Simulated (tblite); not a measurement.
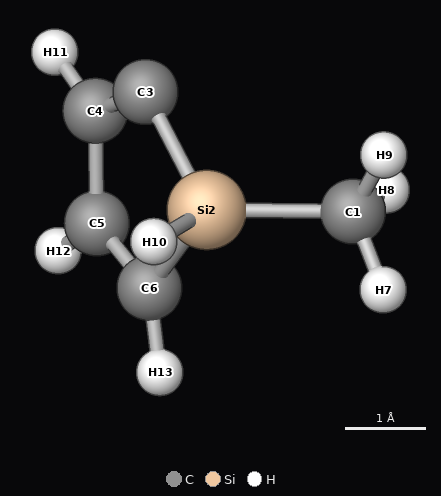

Figure 1. The structure as given in the input (ball-and-stick view, seen at a tilt; atoms are numbered from 1 in the order of the input).

Geometry relaxation of C5H7Si

System: C5H7Si, multiplicity 2.
Method: GFN2-xTB geometry optimisation, gas phase (tblite 0.8.0).

It belongs to a series of runs on one base structure; here: H removed from sp2 C.

Input
```
{"job": {"kind": "relax", "xc": "GFN2-xTB", "basis": "xTB"}, "charge": 0, "multiplicity": 2}
C      2.110700    -0.393000    -0.097500
Si     0.516800    -0.127800     0.791200
C     -0.320800     1.508900     0.477600
C     -1.456900     1.452900    -0.180400
C     -1.839700     0.079900    -0.510800
C     -0.983300    -0.880300    -0.123000
H      2.411200    -1.436700    -0.069600
H      2.027200    -0.097700    -1.145400
H      2.915300     0.198800     0.345100
H      0.521600    -0.541000     2.231900
H     -2.072000     2.298400    -0.426600
H     -2.761900    -0.119000    -1.053200
H     -1.072600    -1.943000    -0.256900
```

The first line tells a small driver script what to run in tblite; the rest is the geometry in Å.

Launched with:
```bash
OMP_NUM_THREADS=1 python <driver script> task.json out
```

The program's output
```
step      E/eV     max force
  0    -430.58615    1.605
  1    -430.64582    0.563
  2    -430.66173    0.383
  3    -430.67124    0.333
  4    -430.67959    0.313
  5    -430.68733    0.200
  6    -430.69051    0.166
  7    -430.69263    0.157
  8    -430.69418    0.162
  9    -430.69545    0.107
 10    -430.69600    0.049
 11    -430.69624    0.044
 12    -430.69649    0.045
 13    -430.69684    0.048
 14    -430.69724    0.053
 15    -430.69757    0.055
 16    -430.69777    0.042
 17    -430.69791    0.029
 18    -430.69802    0.038
 19    -430.69812    0.032
 20    -430.69821    0.022
 21    -430.69828    0.023
 22    -430.69836    0.027
 23    -430.69842    0.024
 24    -430.69848    0.020
 25    -430.69852    0.017
 26    -430.69858    0.019
 27    -430.69864    0.022
 28    -430.69871    0.021
 29    -430.69878    0.028
 30    -430.69884    0.025
 31    -430.69889    0.023
 32    -430.69896    0.027
 33    -430.69902    0.024
 34    -430.69906    0.018
 35    -430.69910    0.018
 36    -430.69913    0.014
 37    -430.69916    0.013
 38    -430.69918    0.011
 39    -430.69919    0.011
 40    -430.69921    0.011
 41    -430.69922    0.012
 42    -430.69923    0.009
```

Trajectory as extended XYZ (Å, eV, eV/Å), 8 of the 43 frames kept, from step=0 to step=42
```
13
Properties=species:S:1:pos:R:3:forces:R:3 step=0 energy=-430.58615
C     2.1107   -0.3930   -0.0975    1.1150   0.0490  -0.5970
Si    0.5168   -0.1278    0.7912   -1.3160  -0.1280   0.9100
C    -0.3208    1.5089    0.4776    0.6030   0.7410   0.3640
C    -1.4569    1.4529   -0.1804   -0.0610  -0.2580   0.0850
C    -1.8397    0.0799   -0.5108   -0.1320  -0.8100  -0.2210
C    -0.9833   -0.8803   -0.1230    0.2770   0.2870   0.2070
H     2.4112   -1.4367   -0.0696    0.0310   0.0320   0.0000
H     2.0272   -0.0977   -1.1454    0.0610  -0.0640   0.1380
H     2.9153    0.1988    0.3451   -0.1340  -0.1460  -0.0820
H     0.5216   -0.5410    2.2319    0.0590   0.1830  -0.4960
H    -2.0720    2.2984   -0.4266   -0.1440   0.0070  -0.1390
H    -2.7619   -0.1190   -1.0532    0.1010   0.0790   0.0930
H    -1.0726   -1.9430   -0.2569   -0.4590   0.0280  -0.2620
13
Properties=species:S:1:pos:R:3:forces:R:3 step=6 energy=-430.69051
C     2.1230   -0.3890   -0.1032    0.1160   0.0130  -0.0620
Si    0.4864   -0.1140    0.8118    0.0300  -0.0810   0.0210
C    -0.3029    1.5645    0.4971   -0.0180  -0.1650   0.0080
C    -1.4452    1.4380   -0.1564    0.0110   0.0160  -0.0330
C    -1.8276    0.0603   -0.5083    0.0310  -0.0150   0.0870
C    -0.9794   -0.8941   -0.1064   -0.0380   0.0540  -0.0190
H     2.4218   -1.4337   -0.0718   -0.0470   0.0430   0.0300
H     2.0406   -0.1000   -1.1477    0.0140   0.0030   0.0340
H     2.9223    0.1946    0.3427   -0.0340  -0.0030   0.0010
H     0.5286   -0.5276    2.2180    0.0180   0.0640  -0.0140
H    -2.0786    2.2607   -0.4452   -0.0960   0.0220  -0.0490
H    -2.7511   -0.1180   -1.0493    0.0930   0.0440   0.0330
H    -1.1422   -1.9413   -0.2988   -0.0810   0.0050  -0.0380
13
Properties=species:S:1:pos:R:3:forces:R:3 step=12 energy=-430.69649
C     2.1300   -0.3860   -0.1059    0.0230  -0.0030  -0.0100
Si    0.4894   -0.1284    0.8087    0.0030   0.0220  -0.0020
C    -0.3034    1.5517    0.5019    0.0080  -0.0230   0.0030
C    -1.4441    1.4404   -0.1562    0.0010  -0.0150   0.0040
C    -1.8237    0.0620   -0.4981   -0.0250   0.0080  -0.0260
C    -0.9815   -0.8993   -0.1049   -0.0400  -0.0010  -0.0210
H     2.4206   -1.4317   -0.0677    0.0190   0.0250  -0.0050
H     2.0482   -0.0972   -1.1499    0.0230  -0.0030   0.0280
H     2.9248    0.1986    0.3457   -0.0270  -0.0100  -0.0050
H     0.5356   -0.5129    2.2206    0.0190   0.0230   0.0120
H    -2.0897    2.2533   -0.4542    0.0220   0.0020   0.0150
H    -2.7409   -0.1108   -1.0458   -0.0130   0.0070   0.0030
H    -1.1696   -1.9392   -0.3117   -0.0130  -0.0320   0.0030
13
Properties=species:S:1:pos:R:3:forces:R:3 step=18 energy=-430.69802
C     2.1333   -0.3860   -0.1056   -0.0040  -0.0040   0.0050
Si    0.4873   -0.1377    0.8042   -0.0060  -0.0180  -0.0330
C    -0.3026    1.5413    0.5028   -0.0040   0.0250  -0.0150
C    -1.4432    1.4363   -0.1560   -0.0020   0.0020  -0.0010
C    -1.8303    0.0611   -0.5022    0.0050  -0.0010   0.0110
C    -0.9920   -0.9046   -0.1095    0.0020  -0.0050   0.0110
H     2.4326   -1.4282   -0.0683    0.0170  -0.0130  -0.0010
H     2.0609   -0.0946   -1.1483   -0.0070   0.0030  -0.0120
H     2.9206    0.2024    0.3515   -0.0010   0.0130   0.0260
H     0.5477   -0.4950    2.2231   -0.0010  -0.0100  -0.0030
H    -2.0831    2.2552   -0.4491    0.0040   0.0020   0.0040
H    -2.7507   -0.1042   -1.0471    0.0010  -0.0060   0.0040
H    -1.1850   -1.9455   -0.3132   -0.0040   0.0120   0.0030
13
Properties=species:S:1:pos:R:3:forces:R:3 step=24 energy=-430.69848
C     2.1364   -0.3877   -0.1057   -0.0120   0.0040   0.0080
Si    0.4866   -0.1420    0.7969    0.0010   0.0000   0.0110
C    -0.2993    1.5408    0.4968    0.0080  -0.0090  -0.0100
C    -1.4433    1.4366   -0.1562    0.0040   0.0010  -0.0040
C    -1.8332    0.0617   -0.5001   -0.0020  -0.0050   0.0030
C    -0.9971   -0.9064   -0.1084    0.0100   0.0020  -0.0020
H     2.4437   -1.4281   -0.0690    0.0020   0.0060   0.0020
H     2.0649   -0.0935   -1.1479    0.0200   0.0010   0.0020
H     2.9141    0.2063    0.3616    0.0040   0.0000  -0.0100
H     0.5505   -0.4933    2.2176   -0.0070  -0.0100  -0.0070
H    -2.0817    2.2574   -0.4466   -0.0070  -0.0020  -0.0010
H    -2.7533   -0.1047   -1.0445   -0.0150   0.0050   0.0040
H    -1.1926   -1.9465   -0.3123   -0.0060   0.0070   0.0040
13
Properties=species:S:1:pos:R:3:forces:R:3 step=30 energy=-430.69884
C     2.1394   -0.3869   -0.1042    0.0230   0.0060  -0.0060
Si    0.4863   -0.1459    0.7923    0.0080   0.0120  -0.0020
C    -0.2928    1.5391    0.4844   -0.0020  -0.0040   0.0110
C    -1.4426    1.4366   -0.1586    0.0010   0.0010  -0.0020
C    -1.8376    0.0621   -0.4973   -0.0040   0.0010  -0.0030
C    -1.0004   -0.9063   -0.1095   -0.0120  -0.0050  -0.0010
H     2.4535   -1.4252   -0.0672   -0.0070   0.0010   0.0080
H     2.0780   -0.0915   -1.1467   -0.0080  -0.0010  -0.0020
H     2.9117    0.2109    0.3670    0.0120   0.0010   0.0070
H     0.5474   -0.5012    2.2125   -0.0080  -0.0010  -0.0120
H    -2.0835    2.2568   -0.4451    0.0040   0.0060  -0.0040
H    -2.7615   -0.1025   -1.0364   -0.0050   0.0010   0.0090
H    -1.2022   -1.9455   -0.3087    0.0000  -0.0180  -0.0020
13
Properties=species:S:1:pos:R:3:forces:R:3 step=36 energy=-430.69913
C     2.1464   -0.3837   -0.1030    0.0000  -0.0040   0.0000
Si    0.4877   -0.1472    0.7849   -0.0080  -0.0050  -0.0100
C    -0.2900    1.5375    0.4783   -0.0100   0.0060   0.0040
C    -1.4418    1.4367   -0.1613   -0.0060  -0.0060   0.0010
C    -1.8422    0.0619   -0.4951   -0.0030   0.0040   0.0050
C    -1.0046   -0.9080   -0.1109    0.0010   0.0060  -0.0110
H     2.4593   -1.4220   -0.0623    0.0040   0.0000   0.0000
H     2.0873   -0.0902   -1.1463    0.0050   0.0000   0.0040
H     2.9164    0.2146    0.3721   -0.0040  -0.0020  -0.0050
H     0.5409   -0.5089    2.2033    0.0000   0.0010   0.0040
H    -2.0823    2.2582   -0.4461    0.0100  -0.0040  -0.0040
H    -2.7719   -0.1001   -1.0256    0.0080  -0.0050   0.0100
H    -1.2097   -1.9482   -0.3058    0.0020   0.0090   0.0010
13
Properties=species:S:1:pos:R:3:forces:R:3 step=42 energy=-430.69923
C     2.1487   -0.3838   -0.1028   -0.0060   0.0010   0.0030
Si    0.4877   -0.1479    0.7814    0.0030  -0.0030   0.0000
C    -0.2911    1.5373    0.4787    0.0000   0.0000   0.0010
C    -1.4425    1.4366   -0.1616    0.0010   0.0030   0.0010
C    -1.8446    0.0624   -0.4930    0.0040  -0.0030  -0.0030
C    -1.0048   -0.9075   -0.1141    0.0040  -0.0020   0.0070
H     2.4629   -1.4217   -0.0605    0.0010   0.0010  -0.0020
H     2.0924   -0.0900   -1.1459    0.0020  -0.0040  -0.0020
H     2.9169    0.2157    0.3735    0.0000   0.0000   0.0030
H     0.5383   -0.5109    2.1999    0.0010   0.0000   0.0000
H    -2.0802    2.2589   -0.4490   -0.0040   0.0030  -0.0030
H    -2.7760   -0.1011   -1.0190   -0.0090   0.0000   0.0010
H    -1.2121   -1.9477   -0.3054    0.0020   0.0020  -0.0050
```

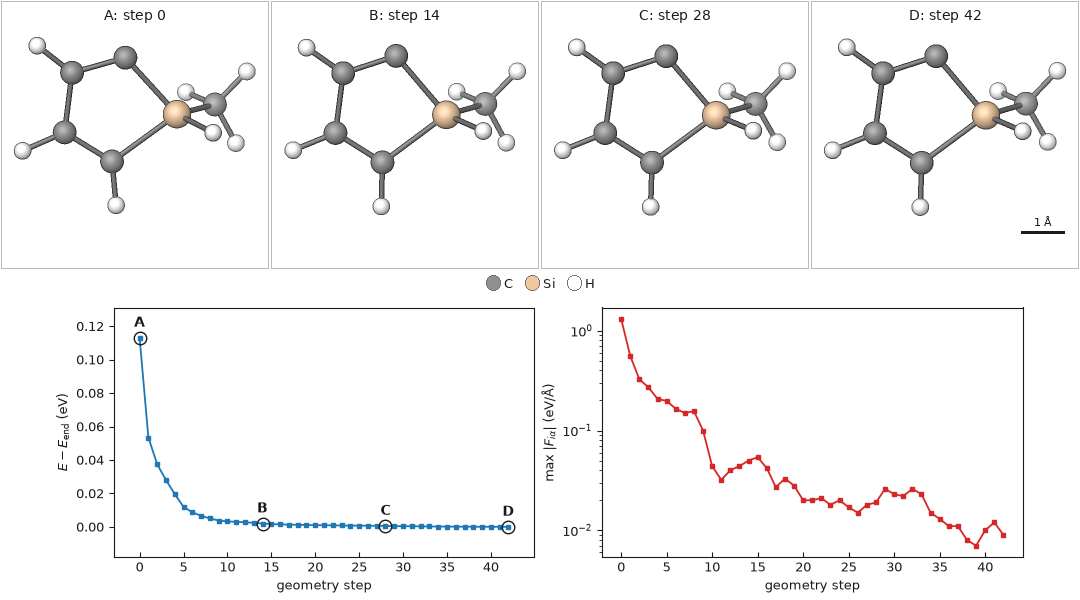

Figure 2. Frames of the relaxation (ball-and-stick view, seen at a tilt) above the curves, on which the letters mark them (steps are counted from 0).

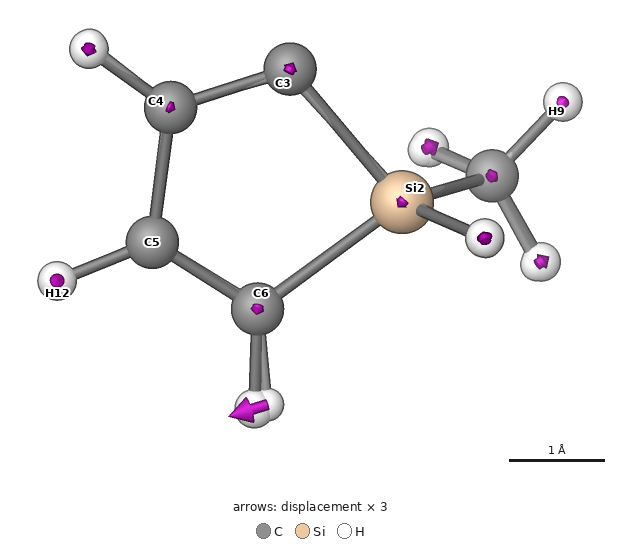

Figure 3. Start (faint) and end (solid) with the displacements as pink arrows, magnified 3 times (ball-and-stick view, seen at a tilt). The two geometries are laid on each other by the best rigid fit. The largest move after the best rigid fit is that of H13, 0.15 Å. By element the largest moves are H 0.15 Å, C 0.04 Å, Si 0.04 Å. Distances before and after: C1–Si2 1.844 → 1.896 Å, Si2–H10 1.499 → 1.465 Å, Si2–C3 1.865 → 1.881 Å, Si2–C6 1.911 → 1.899 Å. Among the angles that change: Si2–C6–H13 120.9° → 128.4°, C5–C6–H13 128.1° → 121.9°, Si2–C3–C4 115.8° → 111.7°. The energy falls by 0.113 eV in 42 geometry steps. The largest force component goes from 1.3 to 0.009 eV/Å. (Atoms are counted from 1 in the order of the input.)

Key numbers

- outcome: converged
- total energy: −430.6992 eV
- hardware: 1 CPU thread, shared host
- peak memory: 0.18 GiB
